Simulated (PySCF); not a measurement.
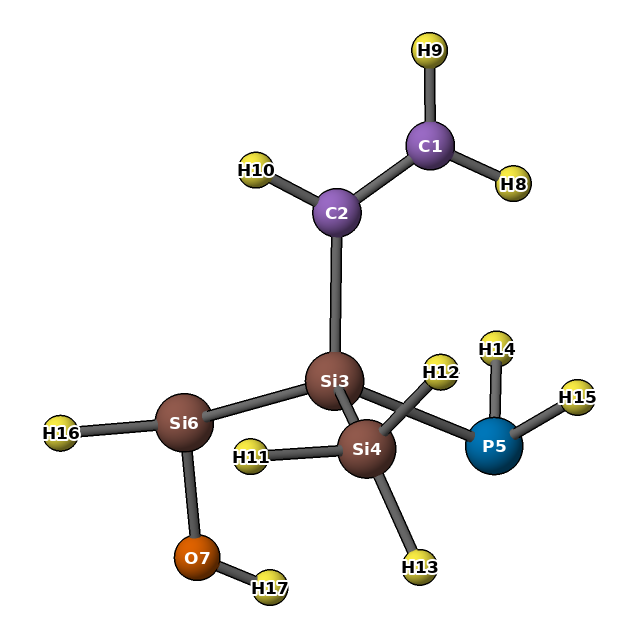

The questions are on Mulliken spin populations. State: neutral, doublet. The geometry was computed by an optimisation with GFN2-xTB. No frequency run is at hand to confirm it as a minimum. Properties computed with UKS B3LYP, pcH-1 on C H O P Si, non-relativistic (PySCF 2.14.0).

> Which atom carries the largest spin population?

Si6 (0.75 e).

> Which atom has the lowest spin population?

P5 (−0.01 e).

Give the Mulliken spin populations atom by atom.

| atom | value (e) |
| --- | --- |
| C1 | 0.00 |
| C2 | 0.00 |
| Si3 | 0.09 |
| Si4 | 0.05 |
| P5 | −0.01 |
| Si6 | 0.75 |
| O7 | 0.09 |
| H8 | 0.00 |
| H9 | 0.00 |
| H10 | 0.00 |
| H11 | 0.00 |
| H12 | 0.01 |
| H13 | 0.00 |
| H14 | 0.00 |
| H15 | 0.00 |
| H16 | 0.03 |
| H17 | 0.00 |

Mulliken values depend strongly on the basis set. The geometry is semi-empirical. Around P, Si such bond lengths and angles can be off by a tenth of an ångström or more and by several degrees, and values that hang on the shape move with them.
